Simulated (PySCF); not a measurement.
Dissociation curve of BCl, singlet.

Computed with: RHF/cc-pVTZ (PySCF); UHF/cc-pVTZ (PySCF); RKS-r2SCAN = restricted r2SCAN/cc-pVTZ (PySCF 2.14.0).

Energies are in mEh, each relative to the lowest point of its own curve near equilibrium.

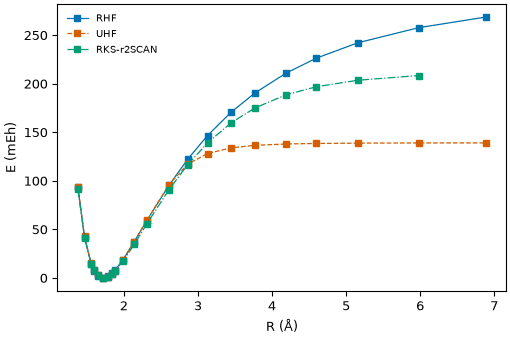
*Energy against bond length for each method.*

```json
[
 {"R / Å": "1.38", "RHF": "93.4", "UHF": "94.2", "RKS-r2SCAN": "91.5"},
 {"R / Å": "1.47", "RHF": "42.2", "UHF": "42.9", "RKS-r2SCAN": "41.5"},
 {"R / Å": "1.56", "RHF": "14.6", "UHF": "15.1", "RKS-r2SCAN": "14.6"},
 {"R / Å": "1.60", "RHF": "7.7", "UHF": "8.0", "RKS-r2SCAN": "7.8"},
 {"R / Å": "1.65", "RHF": "2.5", "UHF": "2.6", "RKS-r2SCAN": "2.6"},
 {"R / Å": "1.72", "RHF": "0.0", "UHF": "0.0", "RKS-r2SCAN": "0.0"},
 {"R / Å": "1.79", "RHF": "1.7", "UHF": "1.5", "RKS-r2SCAN": "1.4"},
 {"R / Å": "1.84", "RHF": "4.6", "UHF": "4.5", "RKS-r2SCAN": "4.0"},
 {"R / Å": "1.88", "RHF": "7.8", "UHF": "7.6", "RKS-r2SCAN": "6.9"},
 {"R / Å": "1.99", "RHF": "19.0", "UHF": "18.9", "RKS-r2SCAN": "17.3"},
 {"R / Å": "2.14", "RHF": "37.2", "UHF": "37.3", "RKS-r2SCAN": "34.6"},
 {"R / Å": "2.31", "RHF": "59.0", "UHF": "59.3", "RKS-r2SCAN": "55.6"},
 {"R / Å": "2.61", "RHF": "95.4", "UHF": "96.1", "RKS-r2SCAN": "90.9"},
 {"R / Å": "2.86", "RHF": "122.1", "UHF": "117.1", "RKS-r2SCAN": "116.4"},
 {"R / Å": "3.13", "RHF": "146.7", "UHF": "128.2", "RKS-r2SCAN": "139.1"},
 {"R / Å": "3.45", "RHF": "170.8", "UHF": "134.1", "RKS-r2SCAN": "159.9"},
 {"R / Å": "3.77", "RHF": "190.5", "UHF": "136.6", "RKS-r2SCAN": "175.1"},
 {"R / Å": "4.19", "RHF": "211.0", "UHF": "138.0", "RKS-r2SCAN": "188.6"},
 {"R / Å": "4.60", "RHF": "226.4", "UHF": "138.6", "RKS-r2SCAN": "197.0"},
 {"R / Å": "5.16", "RHF": "242.2", "UHF": "138.9", "RKS-r2SCAN": "203.7"},
 {"R / Å": "5.98", "RHF": "257.8", "UHF": "139.1", "RKS-r2SCAN": "208.5"},
 {"R / Å": "6.89", "RHF": "268.7", "UHF": "139.1", "RKS-r2SCAN": "—"}
]
```

At the longest distance, 6.89 Å, RHF lies highest above its minimum (268.7 mEh) and UHF lowest (139.1 mEh).

Dashes: no converged value, or the column stops at the first point that the program doubted or that broke a chosen test of continuity, which isn't proof of a fault.

The restricted form behind RHF, RKS-r2SCAN keeps the bonding electrons paired and can't separate into open-shell fragments. The unrestricted determinant behind UHF is spin-contaminated at 1.47 to 6.89 Å (<S²> up to 1.0, against 0.00 for a pure singlet).
